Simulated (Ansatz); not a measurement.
System: BrClFGe (SMILES [F][Ge]([Cl])[Br]) (doublet).

```xyz
4

F     0.3777   -1.5268    0.6840
Ge   -0.1678    0.1076    0.5092
Cl    1.5723    1.2433   -0.0249
Br   -1.7265    0.1156   -1.1886
```

Geometry: PBE0-D4/def2-TZVP.

Theory: Ansatz, UKS PBE0-D4/def2-TZVPP.

### Predict the electron density, electron localisation function and spin density between the atoms.

Ge–F (1.73 Å): ρ at the midpoint is about 0.98 e/Å³; the ELF peaks at about 0.85 in the valence shell of F, 0.5 Å from its nucleus, and is about 0.20 at the midpoint.
Ge–Cl (2.15 Å): ρ is about 0.79 e/Å³ halfway; the ELF peaks at about 0.80 in the valence shell of Cl, 0.9 Å from its nucleus, and is about 0.70 at the midpoint.
The unpaired spin (1 electron) lies mostly on Ge2 (about 0.6), Br4 (about 0.2), Cl3 (about 0.1) and F1 (about 0.1), in electrons by Hirshfeld's partition.

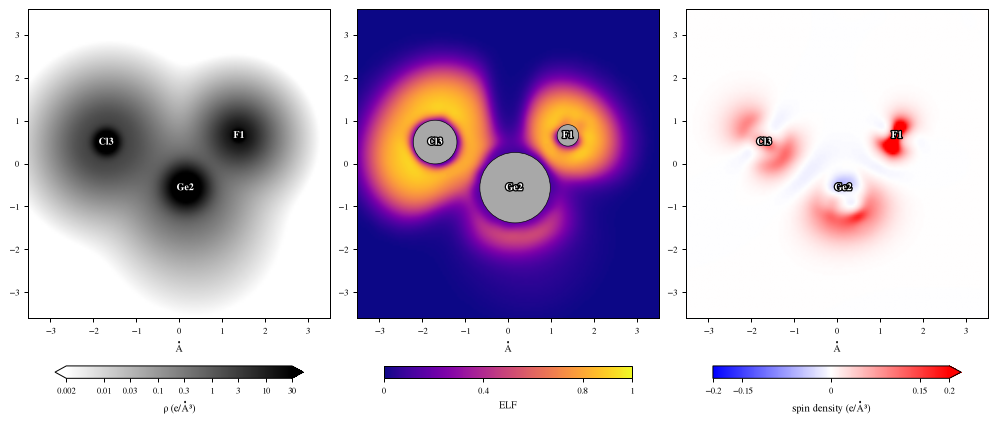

Computed electron density, electron localisation function and spin density on the plane of atoms F1, Ge2 and Cl3, in this order. Grey discs cover the atomic cores in the ELF map. 
